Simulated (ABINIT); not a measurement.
# MgH2 (P4_2/mnm): G0W0 with ABINIT, start to end

How does a plane-wave GW calculation on MgH2 (P4_2/mnm) run from the first input to the gap?

Program: ABINIT 10.8.3. Level of theory: PBE and many-body steps on it, plane waves. Results are calculated unless marked as measured.

**What was measured.**

- Gap 5.6 ± 0.1 eV: optical band gap from transmission onset (total and diffuse); optical transmission and ellipsometry; 300 K; film (polycrystalline Pd-capped film on quartz, hydrogenated at 100 bar and 100 C, measured in 1 bar H2) (“Optical properties of MgH2 measured in situ in a novel gas cell for ellipsometry/spectrophotometry”, 2003, arxiv:cond-mat/0305418).

This is a report of a sequence of runs, with most program output left out.

### 1. The starting structure

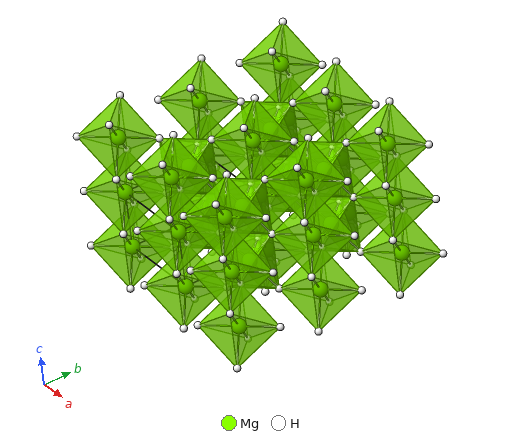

The cell as given, from a free direction (magnesium green, hydrogen white). 2×2×2 cells are drawn. Some periodic images of atoms are drawn too.

The cell and positions come from the Crystallography Open Database and are kept as given unless a step says otherwise.

### 2. Ground state

This step: ABINIT 10.8.3; DFT, PBE, plane waves, norm-conserving pseudopotentials.

The ground-state density comes first.

run.abi reads:

```
acell 3*1.0 Angstrom
rprim 
  4.516800000000 0.000000000000 0.000000000000
  0.000000000000 4.516800000000 0.000000000000
  0.000000000000 0.000000000000 3.020500000000
ntypat 2
znucl 12 1
natom 6
typat 1 1 2 2 2 2
xred 
  0.000000000000 0.000000000000 0.000000000000
  0.500000000000 0.500000000000 0.500000000000
  0.306000000000 0.306000000000 0.000000000000
  0.194000000000 0.806000000000 0.500000000000
  0.694000000000 0.694000000000 0.000000000000
  0.806000000000 0.194000000000 0.500000000000
pp_dirpath "pseudos"
pseudos "Mg.upf, H.upf"
ecut 38
ngkpt 4 4 6
nshiftk 1
shiftk 0 0 0
kptopt 1
chksymbreak 0
nband 19
occopt 1
tolvrs 1e-10
nstep 60
prtwf 0
indata_prefix "in"
outdata_prefix "out"
tmpdata_prefix "tmp"
```

Command:

```
$ OMP_NUM_THREADS=1 mpirun -n 8 abinit run.abi > log
```

It took 15 s on 8 MPI ranks of Arm Neoverse N1, shared host; peak memory 0.58 GiB; 1.9 min of CPU time.

Numbers from this step:

```
total energy               : -3297.0477 eV
gap                        : 3.895 eV
k of the valence top       : 0.25, 0, 0
k of the conduction bottom : 0.5, 0.5, 0.5
least direct gap           : 4.666 eV
pressure                   : -0.6603 GPa
```

The gap is indirect, with the least direct gap 0.77 eV higher.

The cutoff was set for levels, not for stress, so the pressure can be off by some GPa.

### 3. Bands along the symmetry lines

The cheap functional maps the bands first; the places of the edges decide which points the dearer methods must see.

run.abi reads:

```
acell 3*1.0 Angstrom
rprim 
  4.516800000000 0.000000000000 0.000000000000
  0.000000000000 4.516800000000 0.000000000000
  0.000000000000 0.000000000000 3.020500000000
ntypat 2
znucl 12 1
natom 6
typat 1 1 2 2 2 2
xred 
  0.000000000000 0.000000000000 0.000000000000
  0.500000000000 0.500000000000 0.500000000000
  0.306000000000 0.306000000000 0.000000000000
  0.194000000000 0.806000000000 0.500000000000
  0.694000000000 0.694000000000 0.000000000000
  0.806000000000 0.194000000000 0.500000000000
pp_dirpath "pseudos"
pseudos "Mg.upf, H.upf"
ecut 38
iscf -2
irdden 1
kptopt 0
nkpt 75
kpt 
  0.00000000 0.00000000 0.00000000
  0.00000000 0.06250000 0.00000000
  0.00000000 0.12500000 0.00000000
  0.00000000 0.18750000 0.00000000
  0.00000000 0.25000000 0.00000000
  0.00000000 0.31250000 0.00000000
  0.00000000 0.37500000 0.00000000
  0.00000000 0.43750000 0.00000000
  0.00000000 0.50000000 0.00000000
  0.06250000 0.50000000 0.00000000
  0.12500000 0.50000000 0.00000000
  0.18750000 0.50000000 0.00000000
  0.25000000 0.50000000 0.00000000
  0.31250000 0.50000000 0.00000000
  0.37500000 0.50000000 0.00000000
  0.43750000 0.50000000 0.00000000
  0.50000000 0.50000000 0.00000000
  0.43750000 0.43750000 0.00000000
  0.37500000 0.37500000 0.00000000
  0.31250000 0.31250000 0.00000000
  0.25000000 0.25000000 0.00000000
  0.18750000 0.18750000 0.00000000
  0.12500000 0.12500000 0.00000000
  0.06250000 0.06250000 0.00000000
  0.00000000 0.00000000 0.00000000
  0.00000000 0.00000000 0.06250000
  0.00000000 0.00000000 0.12500000
  0.00000000 0.00000000 0.18750000
  0.00000000 0.00000000 0.25000000
  0.00000000 0.00000000 0.31250000
  0.00000000 0.00000000 0.37500000
  0.00000000 0.00000000 0.43750000
  0.00000000 0.00000000 0.50000000
  0.00000000 0.06250000 0.50000000
  0.00000000 0.12500000 0.50000000
  0.00000000 0.18750000 0.50000000
  0.00000000 0.25000000 0.50000000
  0.00000000 0.31250000 0.50000000
  0.00000000 0.37500000 0.50000000
  0.00000000 0.43750000 0.50000000
  0.00000000 0.50000000 0.50000000
  0.06250000 0.50000000 0.50000000
  0.12500000 0.50000000 0.50000000
  0.18750000 0.50000000 0.50000000
  0.25000000 0.50000000 0.50000000
  0.31250000 0.50000000 0.50000000
  0.37500000 0.50000000 0.50000000
  0.43750000 0.50000000 0.50000000
  0.50000000 0.50000000 0.50000000
  0.43750000 0.43750000 0.50000000
  0.37500000 0.37500000 0.50000000
  0.31250000 0.31250000 0.50000000
  0.25000000 0.25000000 0.50000000
  0.18750000 0.18750000 0.50000000
  0.12500000 0.12500000 0.50000000
  0.06250000 0.06250000 0.50000000
  0.00000000 0.00000000 0.50000000
  0.00000000 0.50000000 0.00000000
  0.00000000 0.50000000 0.06250000
  0.00000000 0.50000000 0.12500000
  0.00000000 0.50000000 0.18750000
  0.00000000 0.50000000 0.25000000
  0.00000000 0.50000000 0.31250000
  0.00000000 0.50000000 0.37500000
  0.00000000 0.50000000 0.43750000
  0.00000000 0.50000000 0.50000000
  0.50000000 0.50000000 0.00000000
  0.50000000 0.50000000 0.06250000
  0.50000000 0.50000000 0.12500000
  0.50000000 0.50000000 0.18750000
  0.50000000 0.50000000 0.25000000
  0.50000000 0.50000000 0.31250000
  0.50000000 0.50000000 0.37500000
  0.50000000 0.50000000 0.43750000
  0.50000000 0.50000000 0.50000000
istwfk *1
nband 19
nbdbuf 2
tolwfr 1e-08
nstep 40
prtwf 0
prtvol 0
indata_prefix "in"
outdata_prefix "out"
tmpdata_prefix "tmp"
```

The job ended after 19 s (8 MPI ranks; peak memory 0.57 GiB).

Numbers from this step:

* gap: 3.756 eV
* k of the valence top: 0, 0.25, 0
* k of the conduction bottom: 0.375, 0.375, 0.5
* least direct gap: 4.523 eV

The gap is 3.756 eV, −0.139 eV from the run before at this level.

Electronic bands along the path, in eV, zero at the top of the highest filled band:

```csv
point,band 9,band 10,band 11,band 12,band 13,band 14,band 15,band 16
Γ,-6.37,-1.38,-1.38,-0.44,4.81,5.15,9.16,9.16
X,-4.76,-4.76,-0.45,-0.45,5.38,5.38,10.13,10.13
M,-3.71,-3.71,-2.65,-2.65,9.11,9.11,9.16,9.16
Γ,-6.37,-1.38,-1.38,-0.44,4.81,5.15,9.16,9.16
Z,-2.96,-2.96,-0.02,-0.02,6.29,6.29,6.86,6.86
R,-2.23,-2.23,-1.01,-1.01,5.20,5.20,6.87,6.87
A,-1.85,-1.85,-0.87,-0.87,3.90,3.90,4.23,4.23
Z,-2.96,-2.96,-0.02,-0.02,6.29,6.29,6.86,6.86
jump to X,-4.76,-4.76,-0.45,-0.45,5.38,5.38,10.13,10.13
R,-2.23,-2.23,-1.01,-1.01,5.20,5.20,6.87,6.87
jump to M,-3.71,-3.71,-2.65,-2.65,9.11,9.11,9.16,9.16
A,-1.85,-1.85,-0.87,-0.87,3.90,3.90,4.23,4.23
```

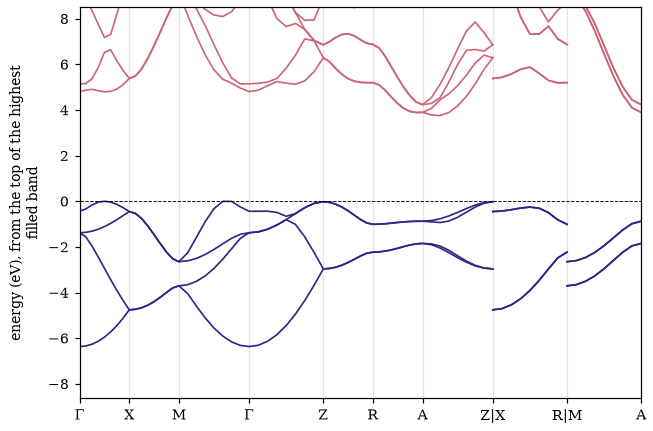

Electronic bands along the path; lines of filled and empty bands in two colours.

### 4. Empty states on the mesh, 4×4×4 mesh, 105 bands

The sums over transitions need many empty states on a uniform mesh; this step solves for them.

run.abi reads:

```
acell 3*1.0 Angstrom
rprim 
  4.516800000000 0.000000000000 0.000000000000
  0.000000000000 4.516800000000 0.000000000000
  0.000000000000 0.000000000000 3.020500000000
ntypat 2
znucl 12 1
natom 6
typat 1 1 2 2 2 2
xred 
  0.000000000000 0.000000000000 0.000000000000
  0.500000000000 0.500000000000 0.500000000000
  0.306000000000 0.306000000000 0.000000000000
  0.194000000000 0.806000000000 0.500000000000
  0.694000000000 0.694000000000 0.000000000000
  0.806000000000 0.194000000000 0.500000000000
pp_dirpath "pseudos"
pseudos "Mg.upf, H.upf"
ecut 38
ngkpt 4 4 4
nshiftk 1
shiftk 0 0 0
kptopt 1
chksymbreak 0
iscf -2
irdden 1
istwfk *1
nband 105
nbdbuf 8
tolwfr 1e-09
nstep 60
prtvol 0
indata_prefix "in"
outdata_prefix "out"
tmpdata_prefix "tmp"
```

Wall time 61 s (8 MPI ranks); peak memory 0.63 GiB; 8.1 min of CPU time.

Numbers from this step:

* gap: 3.895 eV
* k of the valence top: 0.25, 0, 0
* k of the conduction bottom: 0.5, 0.5, 0.5
* least direct gap: 4.666 eV
* k points computed: 18
* lowest point of the top converged band, above the valence top: 62.7255 eV

On this mesh the gap is 3.895 eV.

### 5. Screening, 4×4×4 mesh, 97 bands, screening to 119.7 eV

The RPA dielectric matrix is built and inverted for each q.

This step: RPA screening on PBE, plane waves, norm-conserving pseudopotentials.

Changes to run.abi since step 4:

```diff
@@ -24,10 +24,11 @@
 chksymbreak 0
-iscf -2
-irdden 1
 istwfk *1
-nband 105
-nbdbuf 8
-tolwfr 1e-09
-nstep 60
-prtvol 0
+occopt 1
+irdwfk 1
+optdriver 3
+nband 97
+ecuteps 4.4
+inclvkb 2
+awtr 1
+symchi 1
 indata_prefix "in"
```

Run time: 1.7 min. Hardware: 8 MPI ranks; peak memory 2 GiB; 14 min of CPU time.

This step gave:

```yaml
eps_infinity_with_local_fields_on_this_mesh_along_the_program_s_q_direction: 3.654
the_same_without_local_fields: 4.055
plasma_frequency: 23.17 eV
plane_waves_in_the_screening_matrix: 181
```

Local fields lower ε∞ by 10 %. On a Γ-centred mesh this coarse the value itself is usually too large, while a short band sum pulls it down.

### 6. Self-energy, 4×4×4 mesh, 97 bands, screening to 119.7 eV

The self-energy is evaluated for the states that the input lists, and the levels follow from it, in one-shot runs by the linearised quasiparticle equation.

This step: G0W0 on PBE, plane waves, norm-conserving pseudopotentials.

Changes to run.abi since step 5:

```diff
@@ -27,8 +27,21 @@
 irdwfk 1
-optdriver 3
+optdriver 4
 nband 97
+gwcalctyp 0
+ecutsigx 38
+symsigma 1
+nkptgw 4
+kptgw 
+  0.2500000000 0.0000000000 0.0000000000
+  0.5000000000 0.5000000000 0.5000000000
+  0.2500000000 0.2500000000 0.5000000000
+  0.0000000000 0.0000000000 0.0000000000
+bdgw 
+  11 14
+  11 14
+  11 14
+  10 14
 ecuteps 4.4
-inclvkb 2
-awtr 1
-symchi 1
+irdscr 1
+ppmodel 1
 indata_prefix "in"
```

It took 23 s on 8 MPI ranks; peak memory 1.7 GiB; 3 min of CPU time.

Numbers from this step:

```yaml
g0w0_gap_on_the_mesh: 5.868 eV
starting_gap_on_the_mesh: 3.895 eV
k_of_the_valence_top: 0.25, 0, 0
k_of_the_conduction_bottom: 0.5, 0.5, 0.5
z_at_the_valence_top: 0.782
z_at_the_conduction_bottom: 0.821
least_direct_g0w0_gap_on_the_computed_points: 6.695 eV
```

The gap on the mesh goes from 3.90 eV to 5.87 eV, a correction of +1.97 eV.

Limits: finite bands, cutoff and mesh; coarse k mesh. v1 is the top filled band, c1 the lowest empty one. The levels before and after the correction (eV, zero at the valence-band top of each column):

```csv
,conduction bottom,valence top
Kohn-Sham,3.90,0.00
G0W0,5.87,0.00
```

```csv
,level,energy (eV)
Kohn-Sham,(0.25 0 0) v2,-1.111
Kohn-Sham,(0.25 0 0) v1,0.000
Kohn-Sham,(0.25 0 0) c1,4.798
Kohn-Sham,(0.25 0 0) c2,6.524
Kohn-Sham,(0.5 0.5 0.5) v2-v1,-0.874
Kohn-Sham,(0.5 0.5 0.5) c1-c2,3.895
G0W0,(0.25 0 0) v2,-1.226
G0W0,(0.25 0 0) v1,0.000
G0W0,(0.25 0 0) c1,6.696
G0W0,(0.25 0 0) c2,8.410
G0W0,(0.5 0.5 0.5) v2-v1,-0.994
G0W0,(0.5 0.5 0.5) c1-c2,5.868
```

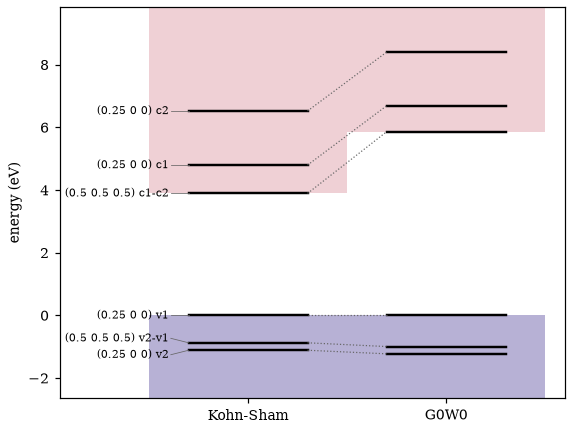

Levels before and after the correction. Shaded: valence and conduction bands.

### 7. Where the time went

Times are wall times on 8 MPI ranks of Arm Neoverse N1, shared host, good to a factor of about two.

```csv
step,time,share,memory (GiB)
ground state,15 s,7 %,0.58
bands along the symmetry lines,19 s,8 %,0.57
empty states on the mesh,61 s,28 %,0.63
screening,1.7 min,47 %,2.0
self-energy,23 s,10 %,1.7
```

### 8. What came out

```yaml
pbe_gap: 3.76 eV, indirect
g0w0_gap_on_the_mesh: 5.87 eV
g0w0_gap_over_the_zone_rigid_shift: 5.73 eV
gw_settings: 4×4×4 mesh, 97 bands, screening to 119.7 eV, Godby-Needs plasmon pole
known_limits: not at the basis limit; coarse k mesh
```

G0W0 moves the gap on the mesh from 3.90 eV to 5.87 eV (+1.97 eV), with Z of 0.78 and 0.82 at the edges. The mesh misses the band edges by 0.14 eV in all; a rigid shift gives 5.73 eV for the zone. Local fields lower the RPA ε∞ on this mesh from 4.05 to 3.65; a Γ-centred mesh this coarse tends to raise both, most where the direct gap is narrow, while a short band sum lowers them. The dearest step here is «screening». Against experiment, by G0W0@PBE: the gap of 5.73 eV lies +0.13 eV from the measured 5.6 ± 0.1 eV (optical, 300 K, 2003). An exciton line or allowed optical edge lies below the quasiparticle gap by the binding energy; a forbidden edge can push the onset above it. The calculation has static nuclei and no excitons; a measured gap holds zero-point and thermal motion, which mostly lowers it. Bands and cutoff are finite, so the gap is not at the basis limit. The miss can reach some tenths of an eV and take either sign; the mesh is an error of its own. A denser mesh or path gives a starting gap of 3.76 eV: the GW mesh misses a band edge, so its gaps are not the fundamental one. The 4×4×4 mesh is coarse for this cell, which bears on the long-range parts of exchange and screening.

[Paths, hosts, dates, memory and timing lines, banners, echoed tables and standing remarks are left out of the program output.]

[Logs are printed without paths, hosts, clocks, repeated set-up lines and the standing remarks that a program may print on its own settings, such as how far it seeks lower states.]

[Runs of the session that timed out or met a known fault of the program may be left out.]

[Hosts, paths, dates, database ids (printed as entryN), source tags and the programs' standing remarks are cut or masked in the printed files.]

[G0W0 gaps are taken among the corrected bands and points alone; a level outside them can change the order at an edge.]

[Where Ansatz stands beside ABINIT at settings called matched, ABINIT's density can come from a denser mesh and the files from another edition; pairs whose starting gaps differed by over 0.03 eV were left out, so agreement reads better than it is.]
